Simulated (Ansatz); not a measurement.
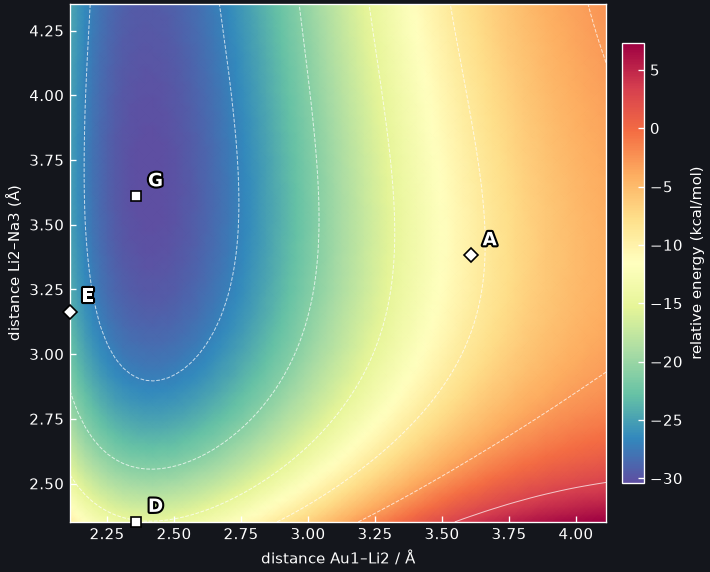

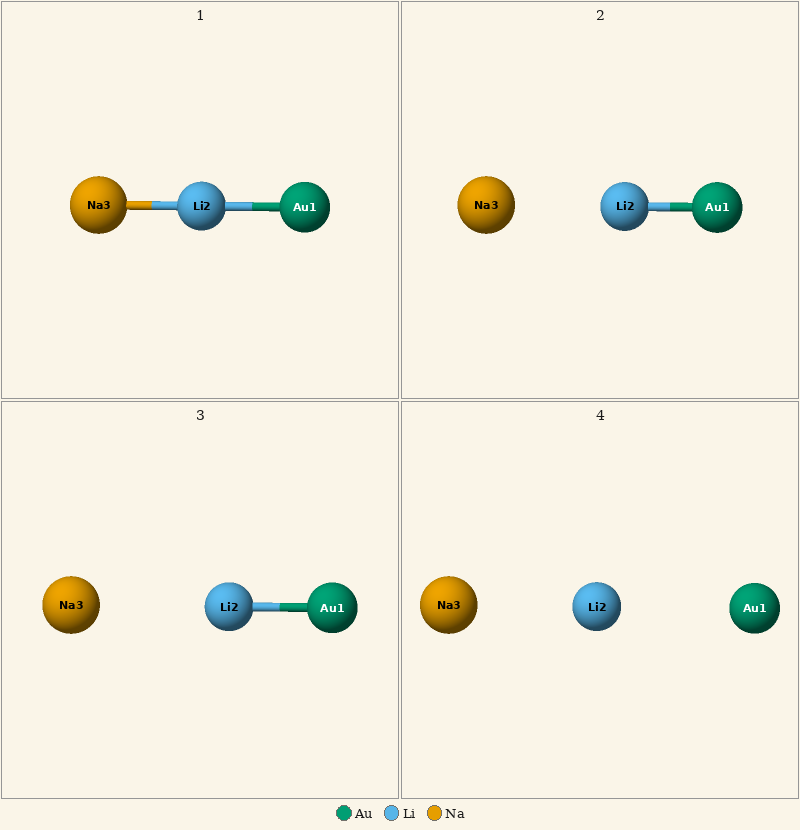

The system Au + LiNa, spin multiplicity 2. 
- The first coordinate is: distance Au1–Li2; the second: distance Li2–Na3.
- Nothing is relaxed (the angle Au1–Li2–Na3 is fixed at 180 degrees).
- The scan uses an 11 × 11 grid.
- Energies are in kcal/mol, from Au far from the relaxed LiNa (each part in its own basis).
- In part of the range the unrestricted reference is strongly spin-contaminated.
- Theory: Ansatz, UHF/def2-TZVPD.

In the figure: a smooth colour map with a few white contour lines, lettered points. Between grid points the surface is interpolated. The numbered pictures are the structures at these points, in random order.

Which structure belongs to which point?

A is structure 4: distance Au1–Li2 = 3.608 Å, distance Li2–Na3 = 3.382 Å, −9.8 kcal/mol; D is structure 1: distance Au1–Li2 = 2.359 Å, distance Li2–Na3 = 2.352 Å, −14.8 kcal/mol; E is structure 2: distance Au1–Li2 = 2.112 Å, distance Li2–Na3 = 3.164 Å, −23.8 kcal/mol; G is structure 3: distance Au1–Li2 = 2.359 Å, distance Li2–Na3 = 3.610 Å, −30.3 kcal/mol.
